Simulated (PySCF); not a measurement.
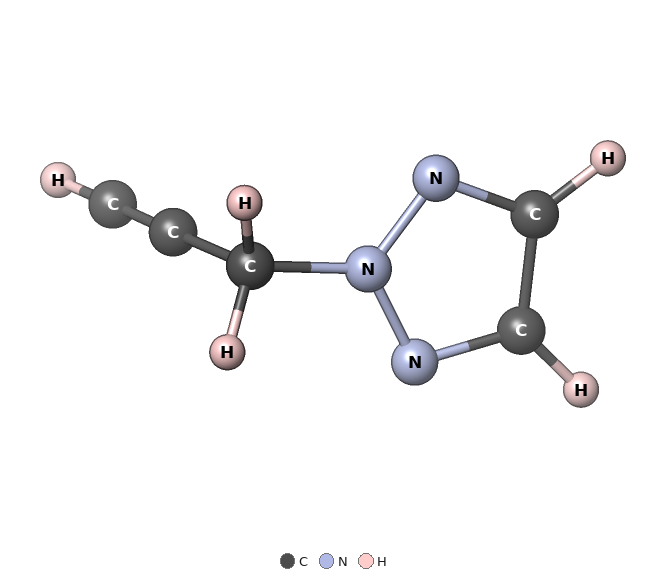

Distant atoms are faded towards the background colour. The geometry was computed by an optimisation with GFN2-xTB. No frequency run is at hand to confirm it as a minimum.

List the symmetry elements and name the point group.

It has 1 mirror plane, so the point group is Cs. The group has 2 operations. The geometry is achiral, and symmetry allows a dipole moment.
